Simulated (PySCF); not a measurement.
Breaking a bond: SMILES F[SiH](F)F. The Si2–H5 bond (Si2 also carries F, F, F; H5 carries nothing else) is pulled apart rigidly from the PBE0/def2-TZVP optimised geometry.

Levels of theory: UKS-PBE0 = unrestricted PBE0/cc-pVDZ in PySCF 2.14.0; RHF/cc-pVDZ (PySCF); RKS-PBE0 = PySCF with restricted PBE0/cc-pVDZ.

Magnitude of the dipole moment (D; its direction can reverse along the curve, and a method can change to another solution) and Mulliken charge of the fragment that holds Si2:

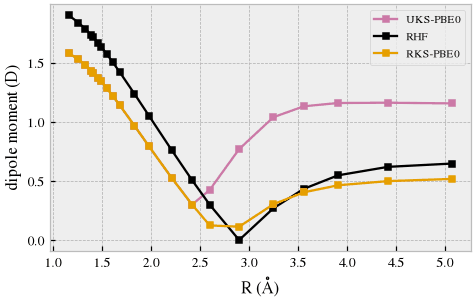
Fig. 1. Dipole moment against bond length.

```
R / Å  μ UKS-PBE0  q UKS-PBE0  μ RHF  q RHF  μ RKS-PBE0  q RKS-PBE0
-----  ----------  ----------  -----  -----  ----------  ----------
1.16         1.58        0.24   1.90   0.31        1.58        0.24
1.26         1.53        0.16   1.84   0.22        1.53        0.16
1.33         1.48        0.12   1.79   0.18        1.48        0.12
1.39         1.43        0.10   1.73   0.15        1.43        0.10
1.41         1.42        0.10   1.72   0.15        1.42        0.10
1.46         1.37        0.08   1.67   0.13        1.37        0.08
1.49         1.34        0.08   1.64   0.13        1.34        0.08
1.55         1.28        0.07   1.57   0.12        1.28        0.07
1.61         1.22        0.07   1.50   0.11        1.22        0.07
1.68         1.14        0.07   1.42   0.11        1.14        0.07
1.83         0.97        0.08   1.24   0.11        0.97        0.08
1.98         0.79        0.08   1.05   0.11        0.79        0.08
2.21         0.53        0.09   0.76   0.11        0.53        0.09
2.42         0.30        0.09   0.51   0.11        0.30        0.09
2.60         0.43        0.07   0.30   0.11        0.13        0.09
2.90         0.77        0.03   0.00   0.11        0.11        0.09
3.25         1.04        0.01   0.27   0.11        0.30        0.09
3.56         1.13        0.00   0.43   0.11        0.41        0.08
3.91         1.16        0.00   0.55   0.10        0.46        0.08
4.42         1.16        0.00   0.62   0.09        0.50        0.07
5.07         1.16        0.00   0.65   0.09        0.52        0.06
```

The unrestricted determinant behind UKS-PBE0 is spin-contaminated at 2.60 to 5.07 Å (<S²> up to 1.0, against 0.00 for a pure singlet). The restricted form behind RHF, RKS-PBE0 keeps the bonding electrons paired and can't separate into open-shell fragments.
